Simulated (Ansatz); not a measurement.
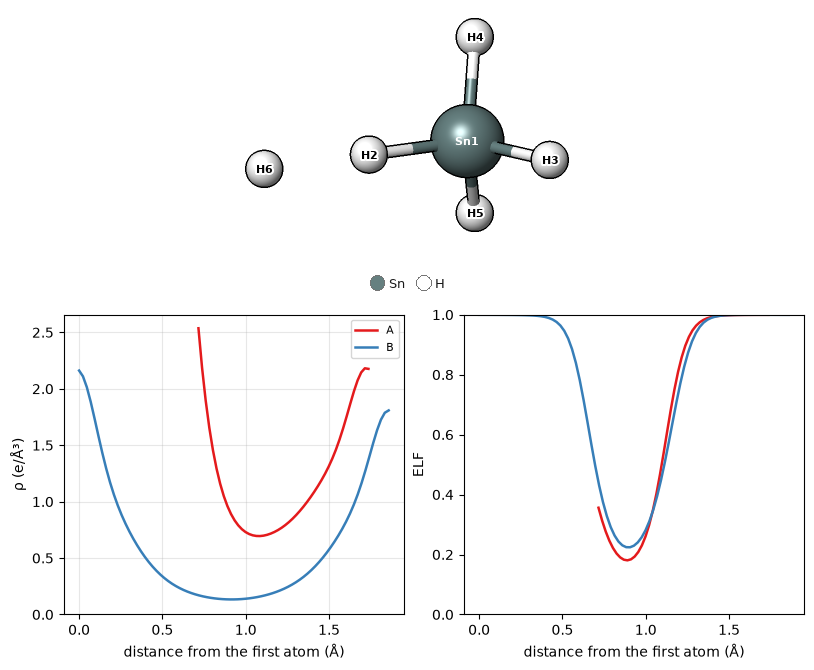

The picture shows: H4Sn···H (doublet). Electron density and ELF along straight lines between neighbouring atoms. The curves leave out the atomic cores. The structure is drawn too.

Core potentials replace the inner electrons of Sn.

Theory: Ansatz, UKS BLYP/def2-SVP.

Input file:

```
crystal:
  periodic: [false, false, false]
  atoms:
    - { symbol: Sn, position_ang: [0.0, 0.0, 0.0] }
    - { symbol: H, position_ang: [0.0, 0.0, 1.99] }
    - { symbol: H, position_ang: [1.6408, 0.0, -0.5794] }
    - { symbol: H, position_ang: [-0.8195, 1.4198, -0.5794] }
    - { symbol: H, position_ang: [-0.8195, -1.4198, -0.5794] }
    - { symbol: H, position_ang: [0.0, 0.0, 2.95] }
magnetization:
  spin_polarized: true
  initial_magnetization: 1
basis:
  gaussian: { orbitals: def2-SVP }
hamiltonian:
  xc: blyp
relax:
  f_tol: 0.15
  max_steps: 25
  restrain:
    - { distance: [1, 5], at: 1.86, k: 30.0 }
    - { distance: [0, 1], at: 1.74, k: 30.0 }
output:
  orbitals: {}
```

Command:

```sh
ansatz run input.yaml --threads 1 --pin off --max-ram 2048MiB --backend cpu --events-out ev --progress --plain --runs-dir out
```

The fields are those of the run's last geometry, not of the input's.

Question: Which curve belongs to which contact (H–H and Sn–H)? The first atom named is at distance zero.

Answer: Curve A: Sn–H (1.74 Å): ρ at the midpoint is about 1 e/Å³; the ELF climbs to about 1 towards the hydrogen. Curve B: H2···H6 (1.86 Å): the density falls to about 0.13 e/Å³ on the way; the ELF dips to about 0.20 between them.
